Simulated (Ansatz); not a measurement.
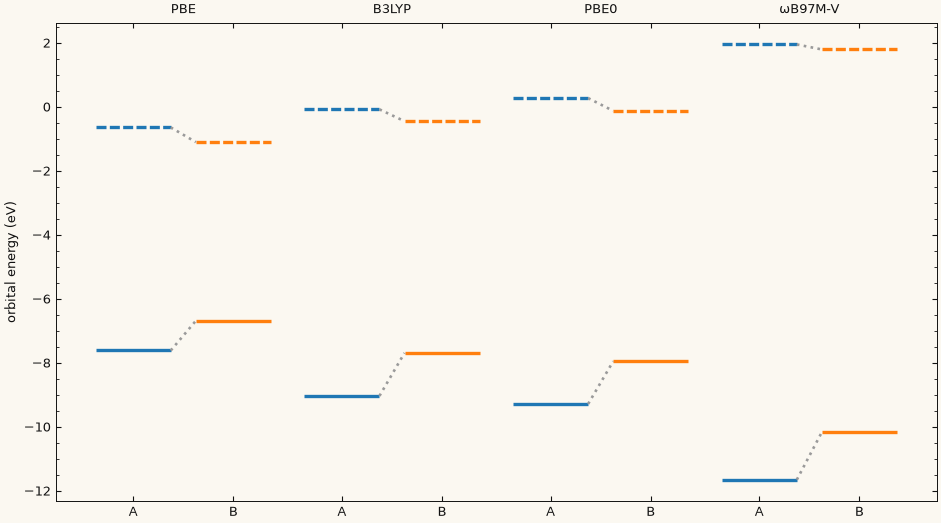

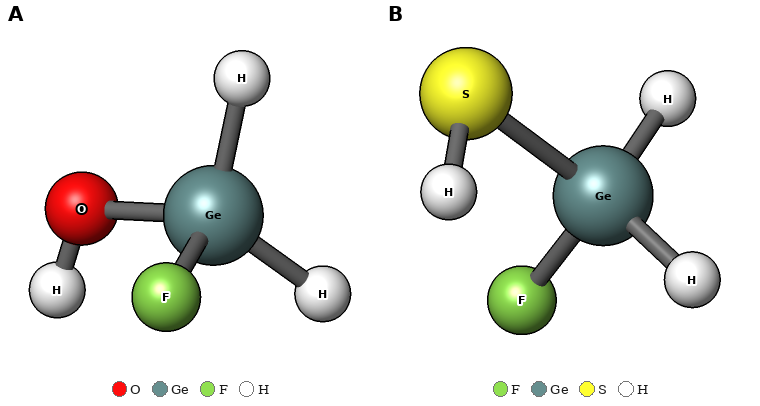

One change: A, GeH₃OF (SMILES [OH][GeH2][F]), becomes B, GeH₃SF (SMILES [F][GeH2][SH]). OH on Ge is replaced by SH. HOMO (solid) and LUMO (dashed) computed in def2-TZVPP at PBE0-D4/def2-TZVP geometries, both minima by their frequencies, gas phase, the Ansatz code 0.2.0. Empty levels above zero depend strongly on the basis.

### What does the change do to HOMO and LUMO?

PBE: the HOMO rises by 0.93 eV, the LUMO falls by 0.46 eV, and the separation goes from 6.97 to 5.58 eV. B3LYP: the HOMO rises by 1.34 eV, the LUMO falls by 0.37 eV, and the separation goes from 8.96 to 7.24 eV. PBE0: the HOMO rises by 1.33 eV, the LUMO falls by 0.40 eV, and the separation goes from 9.56 to 7.83 eV. ωB97M-V: the HOMO rises by 1.49 eV, the LUMO falls by 0.16 eV, and the separation goes from 13.60 to 11.96 eV.

### Do the functionals agree on the effect?

They agree on the direction for both levels; the HOMO shift lies between 0.93 and 1.49 eV and the LUMO shift between −0.46 and −0.16 eV, while the separations themselves differ by up to 6.6 eV between functionals.
